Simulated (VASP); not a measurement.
Band structure of Tm (hcp). Computed with TPSS meta-GGA, VASP's PBE PAW potentials (set 64) (plane waves; VASP 6.6.1).

The 4f electrons are frozen in the core of the lanthanide potential, so 4f levels, which can set the real gap, and their magnetism are missing.

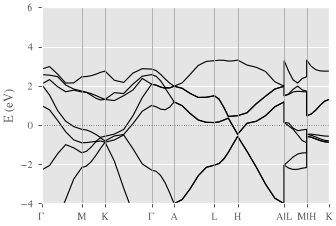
*Bands along high-symmetry lines, zero at the valence-band maximum or, without a gap, the Fermi level*

Question: Read the plot: is there a gap, and where are the band edges?

Answer: It has no gap at this level: it comes out as a metal or semimetal.

The compound is Tm in the hcp structure. It was relaxed first.
